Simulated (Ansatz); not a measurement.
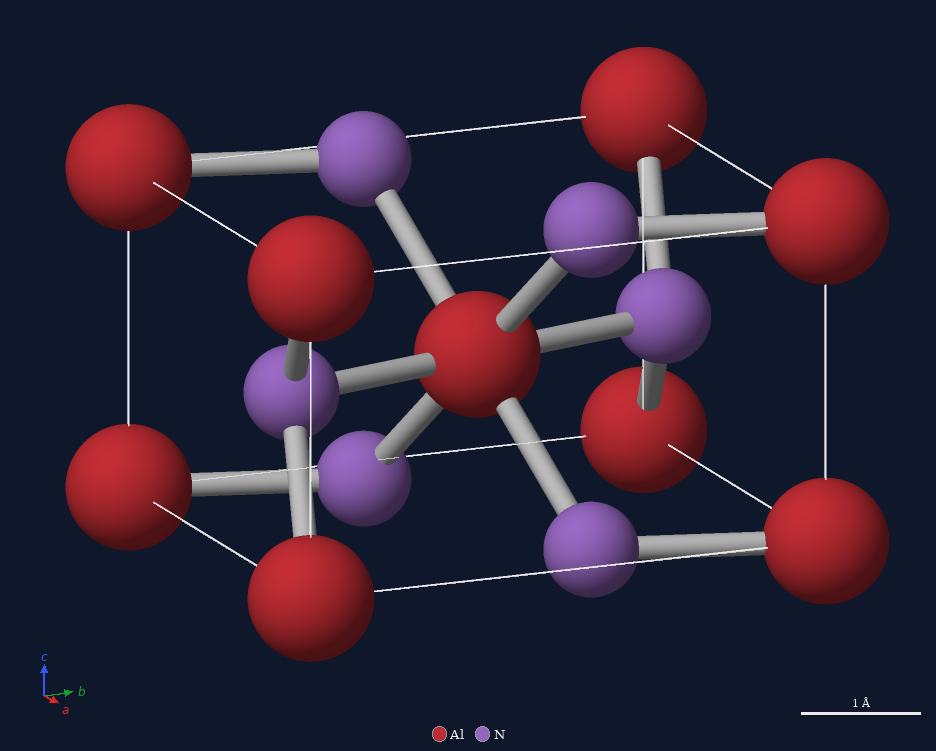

A ball-and-stick rendering, viewed slightly off an axis. The lines enclose the conventional unit cell; boundary atoms appear with their images.

Lattice: a = 3.91 Å, b = 4.73 Å, c = 2.80 Å, α = 90.00°, β = 90.00°, γ = 90.00°.

Question: Determine the stoichiometry.

Answer: AlN₂. The cell holds 2 Al, 4 N, counting shared atoms by their share.

Question: What space-group symmetry does the structure have?

Answer: Pnnm (No. 58), with Al on 2a and N on 4g.

Question: What is the coordination of Al?

Answer: Each Al has six N in an octahedral arrangement at about 2.0 Å.

The model was built from a textbook structure type filled with these elements (whether it is the usual form wasn't checked). Earlier steps of the study may have refined or changed the cell and positions. An electronic-structure calculation with Ansatz was run on it.
